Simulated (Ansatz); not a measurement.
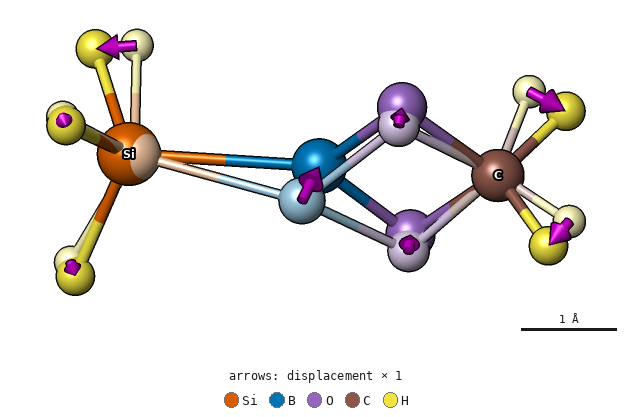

A relaxation of CH5BO2Si (coarse preliminary run). The starting structure is drawn faded, the final one solid; purple arrows show the displacements, at their true length. The two geometries are superimposed by the best rigid fit.

The picture is a ball-and-stick view, seen at a tilt.

The start comes from a force field.

All numbers below come from Ansatz 0.2.0, RKS PBE-D4/def2-SVP. Settings: force threshold 0.03 eV/Å; at most 200 steps.

Q: What happened in the run?

A: The energy falls by 103.8 kJ/mol in 6 geometry steps. The largest force component goes from 5.7 to 0.0049 eV/Å. The atom that moves furthest after the best rigid fit is the B atom (0.50 Å). By element the largest moves are B 0.50 Å, H 0.47 Å, O 0.26 Å, Si 0.08 Å, C 0.05 Å. Near-neighbour distances that change, for instance: B–Si 1.886 → 2.021 Å, B–O 1.496 → 1.400 Å, H–Si 1.416 → 1.505 Å, C–H 1.045 → 1.112 Å. Bond angles that change, for instance: O–B–O 86.4° → 97.7°, B–O–C 91.6° → 83.8°, B–O–C 91.2° → 83.8°.
